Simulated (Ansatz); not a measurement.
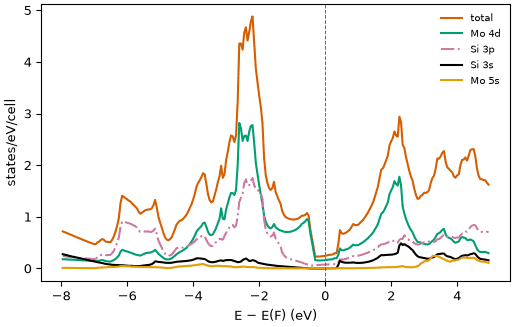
Total and projected density of states of Si2Mo (MoSi2 or CaC2 type, I4/mmm), plane-wave PAW PBEsol (Ansatz code)

### Question
Which orbitals carry the states next to the Fermi level?

### Answer
Within 0.5 eV of the Fermi level: Mo 4d 71 %, Si 3p 22 %. Projections are on Löwdin-orthogonalised atomic valence shells; empty p or d shells of many metals are not among them.

### Question
Where is the tallest occupied peak in this window, and what makes it?

### Answer
Near -2.2 eV, about 4.9 states/eV per cell; the largest projected share is Mo 4d.

Symmetry was held in the PBEsol relaxation. No spin polarisation was allowed. Spin–orbit coupling is left out wherever it is not named.

Potentials: the earlier of the program's two PAW sets. The files were generated under PBE; for other functionals the program regenerates the frozen cores, and for LDA and PBEsol the local potential too.
